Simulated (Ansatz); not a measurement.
# SiH₃O (doublet): wave-function methods side by side at a displaced geometry (v1), cc-pVDZ

Aim: climb from Hartree-Fock through coupled cluster for SiH₃O (doublet) at one geometry and basis, and see what each rung misses.

Method: cc-pVDZ, core rule «outside noble gas», up to 6 orbitals frozen; program: Ansatz 0.2.0, Gaussian basis.

Plan: UHF; CCSD(T) on ROHF; CCSD(T) on UHF; BCCD(T) on ROHF; CISD; CCSDT(Q) on ROHF; CCSDT(Q) on UHF.

23 further runs of the same task are left out: 3 for a known fault of the program, 9 that didn't finish, 11 set aside as unsound or not needed.

**1. The geometry**

The geometry is a PBE0/def2-TZVP stationary point (not a proven minimum) with its atoms shifted at random (size 0.040 Å).

5 atoms, charge 0, spin multiplicity 2.

Atoms are counted from 1 here; the program's logs count them from 0.

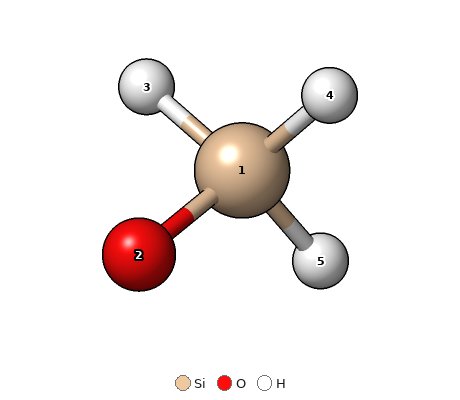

The structure; silicon light orange, oxygen red, hydrogen white; atoms are numbered from 1 in the order of the file.

**2. UHF**

Input file in.yaml:

```yaml
crystal:
  periodic: [false, false, false]
  atoms:
    - {symbol: Si, position_ang: [0.006616, 0.005053, 0.539795]}
    - {symbol: O, position_ang: [-0.020234, -0.011087, -1.128442]}
    - {symbol: H, position_ang: [1.525956, 0.048107, 0.736434]}
    - {symbol: H, position_ang: [-0.673271, 1.203356, 1.093127]}
    - {symbol: H, position_ang: [-0.715844, -1.216268, 1.041637]}
basis:
  gaussian: {orbitals: cc-pVDZ}
magnetization: {spin_polarized: true, initial_magnetization: 1}
hamiltonian: {xc: hf}
output: {orbitals: {seedname: orbitals}}
```

On the command line:

```sh
$ ansatz run in.yaml --threads 1 --pin off --events-out ev --progress --plain --max-ram 2393MiB
```

Further steps of the session: CCSD(T) on ROHF; CCSD(T) on UHF; BCCD(T) on ROHF; CISD; CCSDT(Q) on ROHF; CCSDT(Q) on UHF.

Q: Predict the results of all the runs planned. Wanted: UCCSDT(Q) below the RHF energy; RMP2 from UCCSDT(Q); UMP2 from UCCSDT(Q); RCCSD from UCCSDT(Q); RCCSD(T) from UCCSDT(Q); UCCSD(T) from UCCSDT(Q); RCCSDT(Q) from UCCSDT(Q); T1 diagnostic.

**Answer**, as computed:

```
                         quantity                                                   value
   UCCSDT(Q) below the RHF energy                                              -7.9009 eV
              RMP2 from UCCSDT(Q)                                             +1170.2 meV
              UMP2 from UCCSDT(Q)                                             +1168.3 meV
             RCCSD from UCCSDT(Q)                                              +180.8 meV
          RCCSD(T) from UCCSDT(Q)                                               +38.4 meV
          UCCSD(T) from UCCSDT(Q)                                               +37.9 meV
         RCCSDT(Q) from UCCSDT(Q)                                                +1.5 meV
levels within 1 kcal/mol (43 meV)  RCCSD(T), UCCSD(T), BCCD(T), RCCSDT, UCCSDT, RCCSDT(Q)
                    T1 diagnostic                                                   0.022
```

RCCSD(T) misses by +38.4 meV, 0.5 % of the correlation energy. These misses are within one basis, not against nature; the frozen cores of restricted and unrestricted runs differ, which can shift their rows.
